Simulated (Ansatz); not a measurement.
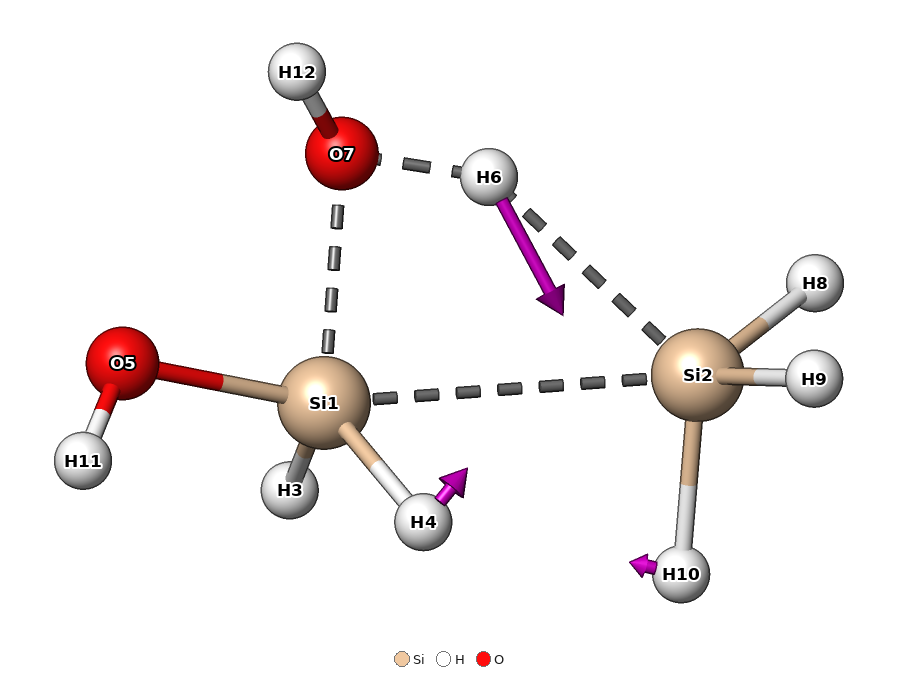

The arrows show one normal mode. Broken sticks mark bonds that form or break. Harmonic vibrations computed with RKS PBE0-D4/def2-TZVP (Ansatz 0.2.0) at a stationary point of the same level. It is a saddle point of order 1.

Q: At what wavenumber does it lie?

A: 692i cm⁻¹; it is mode 1 of 30 counted from the lowest. It is the reaction coordinate: Si1–O7 forms (1.83 Å), Si2–H6 forms (2.08 Å), Si1–Si2 breaks (2.76 Å), H6–O7 breaks (1.08 Å), or the reverse.
